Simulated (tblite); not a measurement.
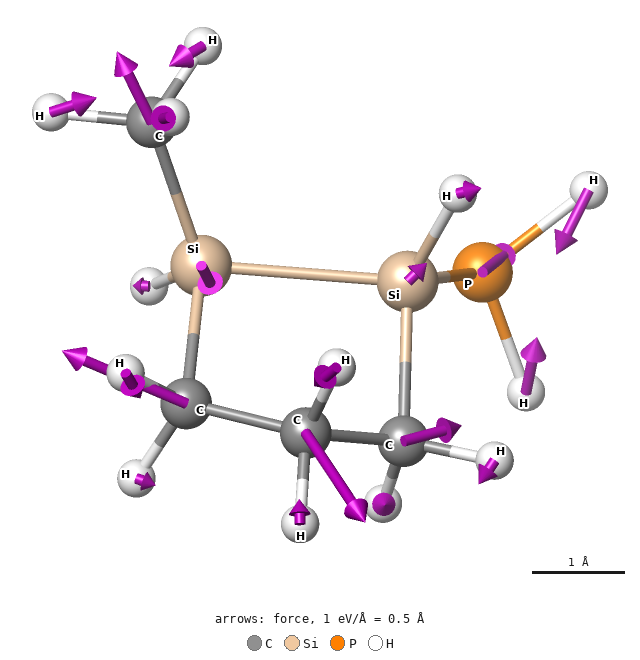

Starting geometry of C4H13PSi2 with the computed forces as purple arrows. The picture is a ball-and-stick view, seen at a tilt.

Computed with GFN2-xTB geometry optimisation, gas phase (tblite 0.8.0). 

Q: Is this structure relaxed? If not, where do the atoms go?

A: It isn't relaxed: the largest force vector, on C atoms, is 3.15 eV/Å. The final displacements have little in common with the starting forces (cosine between the two patterns 0.26). The largest move after the best rigid fit is that of an H atom, 1.41 Å. Largest moves by element: H 1.41 Å, P 0.67 Å, Si 0.20 Å, C 0.17 Å. Some distances before and after: H–P 1.469 → 1.381 Å, P–Si 2.179 → 2.251 Å, Si–Si 2.262 → 2.332 Å, C–C 1.464 → 1.530 Å. Among the angles between lasting bonds that change: Si–P–H 111.1° → 95.0°, H–P–H 107.5° → 92.1°, Si–P–H 107.0° → 94.1°. Over 149 geometry steps the energy falls by 28.6 kcal/mol. Cost: 2.5 s on 1 thread of Intel(R) Xeon(R) Platinum 8259CL CPU @ 2.50GHz (shared host).
